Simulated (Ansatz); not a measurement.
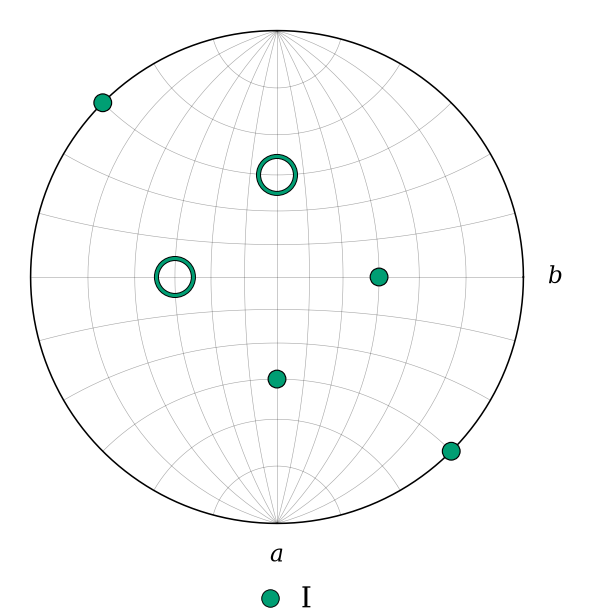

Directions from one iodine atom at (0.625, 0.125, 0.125) to its bonded neighbours, in stereographic projection down c (filled: above the plane of the page or in it, open: below). Crystal: BeI5, coordinates from a relaxation with DFT PBE, scalar-relativistic, plane waves, PAW (Ansatz 0.2.0); the starting structure was generated, so it need not be a known form of this composition. Symmetry computed with spglib at a tolerance of 0.002 Å; standard conventional cell.

Neighbours are counted up to 3.91 Å for I; other elements are left out.

```
Be I
1.0
     9.63783    0.00000    0.00000
     0.00000    9.63783    0.00000
     0.00000    0.00000    9.63783
Be I
4 20
Direct
  0.00000 0.00000 0.00000
  0.00000 0.50000 0.50000
  0.50000 0.00000 0.50000
  0.50000 0.50000 0.00000
  0.25000 0.25000 0.25000
  0.62459 0.12459 0.12459
  0.12459 0.37541 0.87541
  0.37541 0.12459 0.87541
  0.87541 0.37541 0.12459
  0.25000 0.75000 0.75000
  0.62459 0.62459 0.62459
  0.12459 0.87541 0.37541
  0.37541 0.62459 0.37541
  0.87541 0.87541 0.62459
  0.75000 0.25000 0.75000
  0.12459 0.12459 0.62459
  0.62459 0.37541 0.37541
  0.87541 0.12459 0.37541
  0.37541 0.37541 0.62459
  0.75000 0.75000 0.25000
  0.12459 0.62459 0.12459
  0.62459 0.87541 0.87541
  0.87541 0.62459 0.87541
  0.37541 0.87541 0.12459
```

### How many neighbours are there, and at what angles?

6: 3 I at 3.40 Å, 3 I at 3.42 Å. Angles between bonds: 60° (6×), 120° (6×), 180° (3×).

### What is the site's symmetry in the crystal?

Point group 3m (C3v), order 6: one threefold axis, three mirror planes. In F-43m, No. 216 this is Wyckoff position 16e.
